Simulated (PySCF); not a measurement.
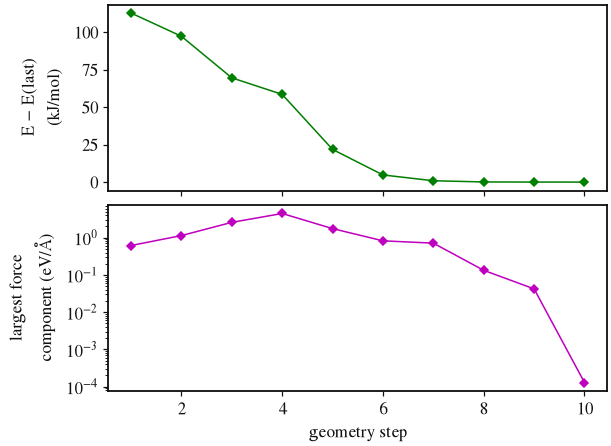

History of a geometry optimisation. SeNBr molecule; PySCF 2.14.0, RKS-based PBE0, Se def2-TZVP, N def2-TZVP, Br def2-TZVP; non-relativistic Hamiltonian; density fitting. The start has point group Cs, which is kept. A held symmetry can leave a saddle point.

The optimisation met its thresholds at geometry 10, counting the start as the first. The energy fell by about 110 kJ/mol from the first step to the last. The largest force component goes from about 0.62 eV/Å at the start to 1.3 × 10⁻⁴ eV/Å at the end, with a peak of 4.5 eV/Å at step 4.
